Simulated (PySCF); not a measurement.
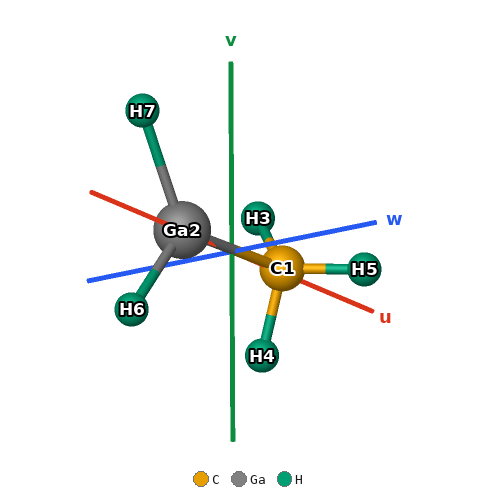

The lines u, v and w are the principal axes of the static dipole polarisability. Geometry: a frame of a GFN2-xTB molecular-dynamics simulation, not a minimum. Method: PBE0/def2-SVPD (PySCF 2.14.0).

Along which axis is the molecule most polarisable, and along which least?

Answer. Most along u (nearly parallel to the C1–Ga2 bond), least along w.

Give the three principal values.

Answer. u 54.5, v 45.9, w 35.3 bohr³; mean 45.3, anisotropy 16.7 bohr³.
